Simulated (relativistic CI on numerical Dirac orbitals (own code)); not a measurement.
# Relativistic CI calculation, with input and output: Ag³⁺

System: Ag³⁺.
Method: Dirac-Coulomb-Breit CI, KLI orbitals optimised for each configuration, model QED (radiative potential, 1s self-energy scaled to tabulated hydrogen-like ionisation energies), valence Slater integrals scaled by 0.65, one configuration in a parametric crystal field (relativistic CI on numerical Dirac orbitals, in-house).

Summary:

- outcome: converged
- levels computed: 35
- hardware: 1 CPU thread, shared host

Input:
```
atom Ag  Z=47  charge=3  electrons=44
nucleus A=107  rms_radius_fm=4.5454
hamiltonian dirac-coulomb  breit=on  qed=on  c_scale=1
orbitals kli  potential=per-configuration
slater_scale 0.65
correlation none
mixing on
configurations
  [Kr] 4d8
end
crystal_field D4h 10Dq=34700 Ds=140 Dt=-150
```

The program writes its results to a structured record and prints no log; tables and figures of this report are taken from that record.

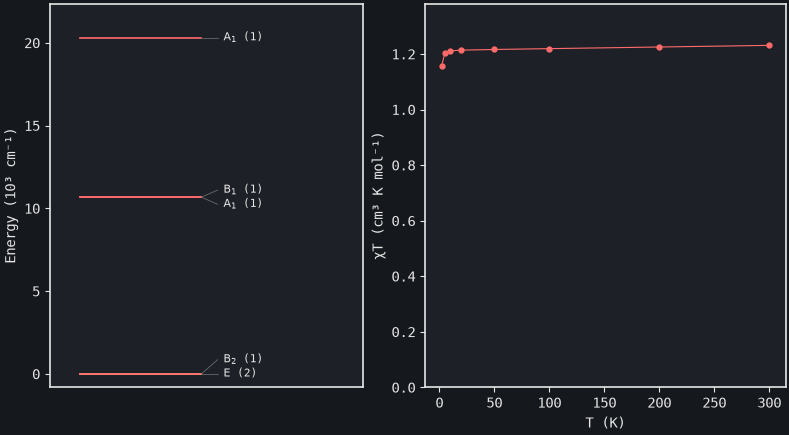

Figure 1. Ag³⁺ (4d⁸) in a field of D4h symmetry with 10Dq = 34,700, Ds = 140, Dt = −150 cm⁻¹. Labels give the double-group representation and, in brackets, the degeneracy; the lowest 5 of 35 levels are drawn. One open-shell configuration in a parametric field without covalency; powder susceptibility by Van Vleck's formula. The ground level is E, a doublet, with total spin S = 1.00 (from expectation values). The next level lies at 1.5 cm⁻¹ (B₂). The field lowers the ground state by 39,900 cm⁻¹ against the free ion. χT is 1.16 cm³ K mol⁻¹ at 2 K, 1.22 at 50 K and 1.23 at 300 K, an effective moment of 3.14 μB at room temperature.
